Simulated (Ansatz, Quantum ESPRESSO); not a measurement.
# Evanescent states of C, diamond type, lattice constant set to 3.677 Å, part 2 of 3

Wanted: the complex band structure of C, diamond type, lattice constant set to 3.677 Å, as for a tunnel barrier.

Quantum ESPRESSO 7.5; plane-wave DFT, PBE, GBRV ultrasoft pseudopotentials; cross-check by Ansatz 0.2.0 with PAW datasets.

So far. Step 2 (SCF with pw.x): The run needed 7 iterations to bring the estimated error under 1e-09 Ry.

**3. Complex band structure**

Level of this step: complex band structure by pwcond; plane-wave DFT, PBE, GBRV ultrasoft pseudopotentials (Quantum ESPRESSO).

ikind = 0 solves one period of the crystal for all kz, real and complex, at each energy and k across. ewind and epsproj trim the two-dimensional plane-wave basis; nz1 sets the subslabs.

Contents of cbs.in:

```
&inputcond
  outdir = './out'
  prefixl = 'scf'
  band_file = 'cbs'
  ikind = 0
  ewind = 4.0
  epsproj = 1e-05
  nz1 = 7
  energy0 = 4.48
  denergy = -0.16
/
4
  0.00000000 0.00000000 1.00000000
  0.50000000 0.00000000 1.00000000
  0.50000000 0.50000000 1.00000000
  0.25000000 0.00000000 1.00000000
41
```

Launch:

```bash
$ OMP_NUM_THREADS=1 mpirun -n 2 pwcond.x -in cbs.in > cbs.out
```

The program printed:

```text
[banner, memory and clock lines left out]
Program PWCOND v.7.5 starts

          URL

     ./out/scf.save/

     IMPORTANT: XC functional enforced from input :
     Exchange-correlation= PBE
                           (   1   4   3   4   0   0   0)
     Any further DFT definition will be discarded
     Please, verify this is what you really want

     Reading collected, re-writing distributed wavefunctions

===== INPUT FILE containing the left lead =====

     GEOMETRY:

     lattice parameter (alat)  =       4.9133  a.u.
     the volume                =     167.7442 (a.u.)^3
     the cross section         =      24.1410 (a.u.)^2
     l of the unit cell        =       1.4142 (alat)
     number of atoms/cell      =            4
     number of atomic types    =            1

     crystal axes: (cart. coord. in units of alat)
               a(1) = (  1.0000  0.0000  0.0000 )
               a(2) = (  0.0000  1.0000  0.0000 )
               a(3) = (  0.0000  0.0000  1.4142 )

   Cartesian axes

     site n.     atom                  positions (alat units)
          1        C      tau(  1)=(  0.0000  0.0000  1.4142  )
          2        C      tau(  2)=(  0.5000  0.0000  0.3536  )
          3        C      tau(  3)=(  0.5000  0.5000  0.7071  )
          4        C      tau(  4)=(  0.0000  0.5000  1.0607  )

     nr1s                      =           20
     nr2s                      =           20
     nr3s                      =           27
     nr1sx                     =           20
     nr2sx                     =           20
     nr3sx                     =           27
     nr1                       =           24
     nr2                       =           24
     nr3                       =           32
     nr1x                      =           24
     nr2x                      =           24
     nr3x                      =           32

 _______________________________
  Radii of nonlocal spheres:

     type       ibeta     ang. mom.          radius (alat units)
       C          1         0                    0.2681
       C          2         0                    0.2681
       C          3         1                    0.2681
       C          4         1                    0.2681
----- General information -----

----- Complex band structure calculation -----

     nrx                       =           20
     nry                       =           20
     nz1                       =            7

     energy0               =         4.5E+00
     denergy               =        -1.6E-01
     nenergy               =         41
     ecut2d                =         4.0E+01
     ewind                 =         4.0E+00
     epsproj               =         1.0E-05

     number of k_|| points=    4
                       cryst. coord.
        k(    1) = (   0.0000000   0.0000000), wk =   0.2500000
        k(    2) = (   0.5000000   0.0000000), wk =   0.2500000
        k(    3) = (   0.5000000   0.5000000), wk =   0.2500000
        k(    4) = (   0.2500000   0.0000000), wk =   0.2500000
----- Information about left lead -----

     nocros                   =            8
     noins                    =           24
     norb                     =           40
     norbf                    =           40
     nrz                      =           27

      iorb      type   ibeta   ang. mom.   m       position (alat)
        1        1       1        0        1   taunew(   1)=(  0.0000  0.0000  0.0000)
        2        1       2        0        1   taunew(   2)=(  0.0000  0.0000  0.0000)
        3        1       3        1        1   taunew(   3)=(  0.0000  0.0000  0.0000)
        4        1       3        1        2   taunew(   4)=(  0.0000  0.0000  0.0000)
        5        1       3        1        3   taunew(   5)=(  0.0000  0.0000  0.0000)
        6        1       4        1        1   taunew(   6)=(  0.0000  0.0000  0.0000)
        7        1       4        1        2   taunew(   7)=(  0.0000  0.0000  0.0000)
        8        1       4        1        3   taunew(   8)=(  0.0000  0.0000  0.0000)
        9        1       1        0        1   taunew(   9)=(  0.5000  0.0000  0.3536)
       10        1       2        0        1   taunew(  10)=(  0.5000  0.0000  0.3536)
       11        1       3        1        1   taunew(  11)=(  0.5000  0.0000  0.3536)
       12        1       3        1        2   taunew(  12)=(  0.5000  0.0000  0.3536)
       13        1       3        1        3   taunew(  13)=(  0.5000  0.0000  0.3536)
       14        1       4        1        1   taunew(  14)=(  0.5000  0.0000  0.3536)
       15        1       4        1        2   taunew(  15)=(  0.5000  0.0000  0.3536)
       16        1       4        1        3   taunew(  16)=(  0.5000  0.0000  0.3536)
       17        1       1        0        1   taunew(  17)=(  0.5000  0.5000  0.7071)
       18        1       2        0        1   taunew(  18)=(  0.5000  0.5000  0.7071)
       19        1       3        1        1   taunew(  19)=(  0.5000  0.5000  0.7071)
       20        1       3        1        2   taunew(  20)=(  0.5000  0.5000  0.7071)
       21        1       3        1        3   taunew(  21)=(  0.5000  0.5000  0.7071)
       22        1       4        1        1   taunew(  22)=(  0.5000  0.5000  0.7071)
       23        1       4        1        2   taunew(  23)=(  0.5000  0.5000  0.7071)
       24        1       4        1        3   taunew(  24)=(  0.5000  0.5000  0.7071)
       25        1       1        0        1   taunew(  25)=(  0.0000  0.5000  1.0607)
       26        1       2        0        1   taunew(  26)=(  0.0000  0.5000  1.0607)
       27        1       3        1        1   taunew(  27)=(  0.0000  0.5000  1.0607)
       28        1       3        1        2   taunew(  28)=(  0.0000  0.5000  1.0607)
       29        1       3        1        3   taunew(  29)=(  0.0000  0.5000  1.0607)
       30        1       4        1        1   taunew(  30)=(  0.0000  0.5000  1.0607)
       31        1       4        1        2   taunew(  31)=(  0.0000  0.5000  1.0607)
       32        1       4        1        3   taunew(  32)=(  0.0000  0.5000  1.0607)
       33        1       1        0        1   taunew(  33)=(  0.0000  0.0000  1.4142)
       34        1       2        0        1   taunew(  34)=(  0.0000  0.0000  1.4142)
       35        1       3        1        1   taunew(  35)=(  0.0000  0.0000  1.4142)
       36        1       3        1        2   taunew(  36)=(  0.0000  0.0000  1.4142)
       37        1       3        1        3   taunew(  37)=(  0.0000  0.0000  1.4142)
       38        1       4        1        1   taunew(  38)=(  0.0000  0.0000  1.4142)
       39        1       4        1        2   taunew(  39)=(  0.0000  0.0000  1.4142)
       40        1       4        1        3   taunew(  40)=(  0.0000  0.0000  1.4142)
    k slab    z(k)  z(k+1)     crossing(iorb=1,norb)
    1   0.0000 0.0524 0.0524   1111111100000000000000000000000000000000
    2   0.0524 0.1048 0.0524   1111111111111111000000000000000000000000
    3   0.1048 0.1571 0.0524   1111111111111111000000000000000000000000
    4   0.1571 0.2095 0.0524   1111111111111111000000000000000000000000
    5   0.2095 0.2619 0.0524   1111111111111111000000000000000000000000
    6   0.2619 0.3143 0.0524   1111111111111111000000000000000000000000
    7   0.3143 0.3666 0.0524   0000000011111111000000000000000000000000
    8   0.3666 0.4190 0.0524   0000000011111111000000000000000000000000
    9   0.4190 0.4714 0.0524   0000000011111111111111110000000000000000
   10   0.4714 0.5238 0.0524   0000000011111111111111110000000000000000
   11   0.5238 0.5762 0.0524   0000000011111111111111110000000000000000
   12   0.5762 0.6285 0.0524   0000000011111111111111110000000000000000
   13   0.6285 0.6809 0.0524   0000000000000000111111110000000000000000
   14   0.6809 0.7333 0.0524   0000000000000000111111110000000000000000
   15   0.7333 0.7857 0.0524   0000000000000000111111110000000000000000
   16   0.7857 0.8381 0.0524   0000000000000000111111111111111100000000
   17   0.8381 0.8904 0.0524   0000000000000000111111111111111100000000
   18   0.8904 0.9428 0.0524   0000000000000000111111111111111100000000
   19   0.9428 0.9952 0.0524   0000000000000000111111111111111100000000
   20   0.9952 1.0476 0.0524   0000000000000000000000001111111100000000
   21   1.0476 1.0999 0.0524   0000000000000000000000001111111100000000
   22   1.0999 1.1523 0.0524   0000000000000000000000001111111111111111
   23   1.1523 1.2047 0.0524   0000000000000000000000001111111111111111
   24   1.2047 1.2571 0.0524   0000000000000000000000001111111111111111
   25   1.2571 1.3095 0.0524   0000000000000000000000001111111111111111
   26   1.3095 1.3618 0.0524   0000000000000000000000001111111111111111
   27   1.3618 1.4142 0.0524   0000000000000000000000000000000011111111
 ngper, shell number =           69          13
 ngper, n2d =           69          64
---  E-Ef =    4.4800000  k =    0.0000000   0.0000000
---  ie =          1  ik =          1
 Nchannels of the left tip =            2
 Right moving states:
   k1(2pi/a)   k2(2pi/a)   E-Ef (eV)
  -0.0216108  -0.0000000   4.4800000
  -0.4052487  -0.0000000   4.4800000
 Left moving states:
   k1(2pi/a)   k2(2pi/a)   E-Ef (eV)
   0.0216108  -0.0000000   4.4800000
   0.4052487  -0.0000000   4.4800000

---  E-Ef =    4.3200000  k =    0.0000000   0.0000000
---  ie =          2  ik =          1
 Nchannels of the left tip =            2
 Right moving states:
   k1(2pi/a)   k2(2pi/a)   E-Ef (eV)
  -0.0614731  -0.0000000   4.3200000
  -0.4631571  -0.0000000   4.3200000
 Left moving states:
   k1(2pi/a)   k2(2pi/a)   E-Ef (eV)
   0.0614731  -0.0000000   4.3200000
   0.4631571  -0.0000000   4.3200000
[... further energies and points left out ...]
---  E-Ef =   -1.7600000  k =    0.2500000   0.0000000
---  ie =         40  ik =          4
 Nchannels of the left tip =            3
 Right moving states:
   k1(2pi/a)   k2(2pi/a)   E-Ef (eV)
   0.1928058   0.0000000  -1.7600000
  -0.2762479   0.0000000  -1.7600000
  -0.3458591  -0.0000000  -1.7600000
 Left moving states:
   k1(2pi/a)   k2(2pi/a)   E-Ef (eV)
  -0.1928058  -0.0000000  -1.7600000
   0.2762479   0.0000000  -1.7600000
   0.3458591   0.0000000  -1.7600000

---  E-Ef =   -1.9200000  k =    0.2500000   0.0000000
---  ie =         41  ik =          4
 Nchannels of the left tip =            3
 Right moving states:
   k1(2pi/a)   k2(2pi/a)   E-Ef (eV)
   0.1609562  -0.0000000  -1.9200000
  -0.3011927   0.0000000  -1.9200000
  -0.3763211  -0.0000000  -1.9200000
 Left moving states:
   k1(2pi/a)   k2(2pi/a)   E-Ef (eV)
  -0.1609562   0.0000000  -1.9200000
   0.3011927   0.0000000  -1.9200000
   0.3763211   0.0000000  -1.9200000

Note: The following floating-point exceptions are signalling: IEEE_UNDERFLOW_FLAG
Note: The following floating-point exceptions are signalling: IEEE_UNDERFLOW_FLAG
```

Wall time 45 s (2 MPI ranks of Arm Neoverse N1, shared host); peak memory 0.09 GiB.

This step gave:

- peak of the smallest κ at the zone centre: 0.313 Å⁻¹
- energy of the peak at the zone centre: 2.56 eV

K across = (0, 0) in the cell's reciprocal vectors; values within 0.0025 1/Å of each other count once, columns are sorted by size at each energy, a dash where no further value was kept. Im kz of the slowest decaying states against energy, zero at the highest filled level of the SCF mesh:

| energy (eV) | decay 1 (Å⁻¹) | decay 2 (Å⁻¹) | decay 3 (Å⁻¹) |
| --- | --- | --- | --- |
| -1.92 | 1.45 | 2.32 | 2.70 |
| -1.44 | 1.39 | 2.30 | 2.68 |
| -0.96 | 1.33 | 2.27 | 2.65 |
| -0.48 | 1.26 | 2.24 | 2.63 |
| 0.00 | 0.019 | 0.033 | 1.20 |
| 0.48 | 0.187 | 0.242 | 1.12 |
| 0.96 | 0.248 | 0.334 | 1.05 |
| 1.60 | 0.292 | 0.419 | 0.935 |
| 2.08 | 0.308 | 0.466 | 0.84 |
| 2.56 | 0.313 | 0.505 | 0.729 |
| 3.04 | 0.307 | 0.536 | 0.596 |
| 3.52 | 0.292 | 0.413 | 0.562 |
| 4.00 | 0.265 | 0.582 | 1.98 |
| 4.48 | 0.224 | 0.598 | 1.95 |

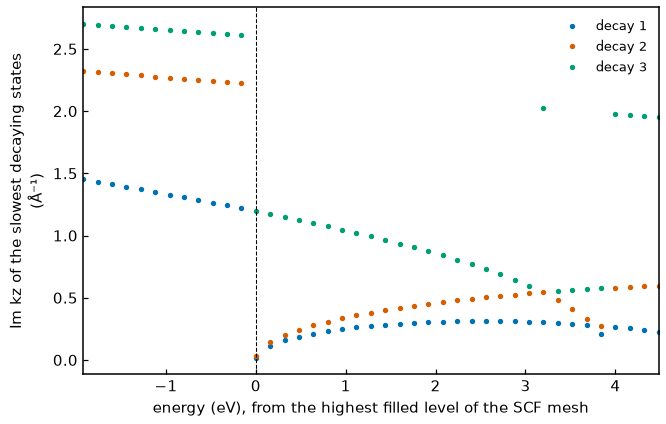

Im kz of the slowest decaying states against energy.

K across = (0, 0) in the cell's reciprocal vectors. Table of Re kz of states that move upwards by energy, zero at the highest filled level of the SCF mesh:

| energy (eV) | channel 1 (Å⁻¹) | channel 2 (Å⁻¹) | channel 3 (Å⁻¹) |
| --- | --- | --- | --- |
| -1.92 | -0.523 | -0.493 | -0.493 |
| -1.44 | -0.446 | -0.405 | -0.405 |
| -0.96 | -0.357 | -0.313 | -0.313 |
| -0.48 | -0.247 | -0.209 | -0.209 |
| 0.00 | - | - | - |
| 0.48 | - | - | - |
| 0.96 | - | - | - |
| 1.60 | - | - | - |
| 2.08 | - | - | - |
| 2.56 | - | - | - |
| 3.04 | - | - | - |
| 3.52 | - | - | - |
| 4.00 | -0.328 | 0.642 | - |
| 4.48 | -0.692 | -0.0369 | - |

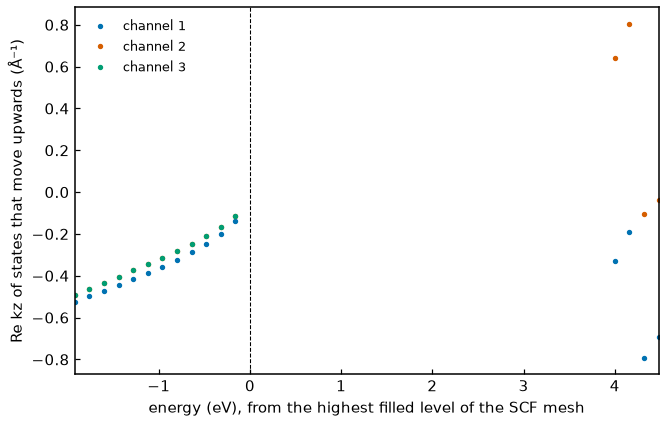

Re kz of states that move upwards, plotted against energy.

K across = (1/2, 0) in the cell's reciprocal vectors; values within 0.0025 1/Å of each other count once, columns are sorted by size at each energy, a dash where no further value was kept. The Im kz of the slowest decaying states by energy, zero at the highest filled level of the SCF mesh:

| energy (eV) | decay 1 (Å⁻¹) | decay 2 (Å⁻¹) | decay 3 (Å⁻¹) |
| --- | --- | --- | --- |
| -1.440 | 0.305 | 0.81 | 1.82 |
| -0.960 | 0.354 | 0.867 | 1.77 |
| -0.480 | 0.393 | 0.9 | 1.72 |
| 0.000 | 0.423 | 0.919 | 1.67 |
| 0.480 | 0.447 | 0.928 | 1.62 |
| 0.960 | 0.466 | 0.929 | 1.56 |
| 1.440 | 0.481 | 0.924 | 1.51 |
| 1.920 | 0.491 | 0.914 | 1.45 |
| 2.560 | 0.498 | 0.893 | 1.37 |
| 3.040 | 0.498 | 0.873 | 1.31 |
| 3.520 | 0.495 | 0.848 | 1.24 |
| 4.000 | 0.486 | 0.819 | 1.18 |

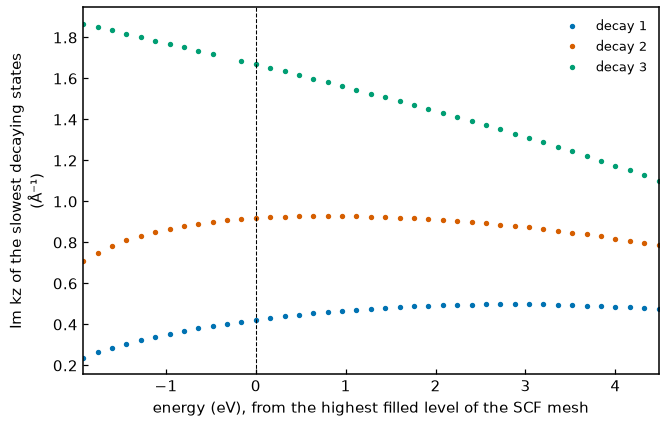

Im kz of the slowest decaying states against energy.

K across = (1/2, 1/2) in the cell's reciprocal vectors; values within 0.0025 1/Å of each other count once, columns are sorted by size at each energy, a dash where no further value was kept. Im kz of the slowest decaying states against energy, zero at the highest filled level of the SCF mesh:

| energy (eV) | decay 1 (Å⁻¹) | decay 2 (Å⁻¹) | decay 3 (Å⁻¹) |
| --- | --- | --- | --- |
| -1.92 | 0.509 | 2.85 | 3.13 |
| -1.44 | 0.512 | 2.82 | 3.12 |
| -0.96 | 0.511 | 2.8 | 3.10 |
| -0.48 | 0.505 | 2.78 | 3.08 |
| 0.00 | 0.496 | 2.75 | 3.06 |
| 0.48 | 0.483 | 2.73 | 3.04 |
| 0.96 | 0.466 | 2.70 | 3.02 |
| 1.60 | 0.437 | 2.67 | 3.00 |
| 2.08 | 0.409 | 2.64 | 2.98 |
| 2.56 | 0.376 | 2.62 | 2.96 |
| 3.04 | 0.335 | 2.59 | 2.94 |
| 3.52 | 0.283 | 2.56 | 2.92 |
| 4.00 | 0.213 | 2.53 | 2.90 |
| 4.48 | 0.09 | 2.50 | 2.88 |

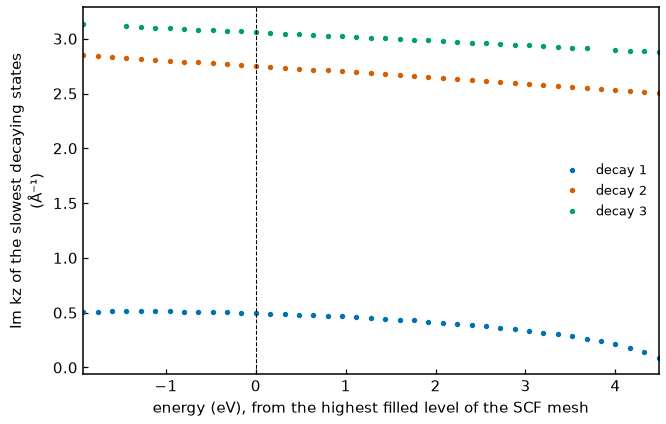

Im kz of the slowest decaying states against energy.

K across = (1/4, 0) in the cell's reciprocal vectors; values within 0.0025 1/Å of each other count once, columns are sorted by size at each energy, a dash where no further value was kept. Table of Im kz of the slowest decaying states by energy, zero at the highest filled level of the SCF mesh:

| energy (eV) | decay 1 (Å⁻¹) | decay 2 (Å⁻¹) | decay 3 (Å⁻¹) |
| --- | --- | --- | --- |
| -1.92 | 1.61 | 1.82 | 2.17 |
| -1.44 | 0.12 | 1.55 | 1.78 |
| -0.96 | 0.24 | 1.5 | 1.75 |
| -0.48 | 0.191 | 0.309 | 1.45 |
| 0.00 | 0.325 | 0.359 | 1.39 |
| 0.48 | 0.396 | 0.402 | 1.33 |
| 0.96 | 0.425 | 0.455 | 1.27 |
| 1.60 | 0.454 | 0.501 | 1.18 |
| 2.08 | 0.468 | 0.521 | 1.11 |
| 2.56 | 0.477 | 0.532 | 1.04 |
| 3.04 | 0.481 | 0.534 | 0.96 |
| 3.52 | 0.479 | 0.526 | 0.871 |
| 4.00 | 0.473 | 0.508 | 0.767 |
| 4.48 | 0.46 | 0.479 | 0.64 |

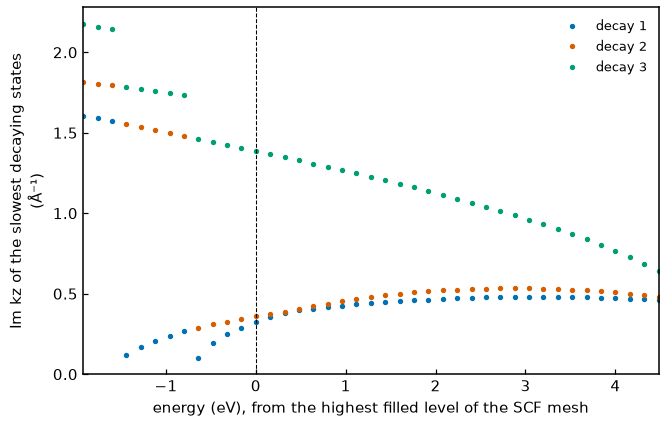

Im kz of the slowest decaying states against energy.

(Part 2 of 3 ends here.)

[Logs are printed without paths, hosts, clocks, repeated set-up lines and the standing remarks that a program may print on its own settings, such as how far it seeks lower states.]

[Hosts, paths, dates, database ids (printed as entryN), source tags and the programs' standing remarks are cut or masked in the printed files.]

[Maps of the electrostatic potential energy from Ansatz leave out the sawtooth potential of an applied field or a dipole correction, so their vacuum need not be flat; planar profiles and work functions include it.]
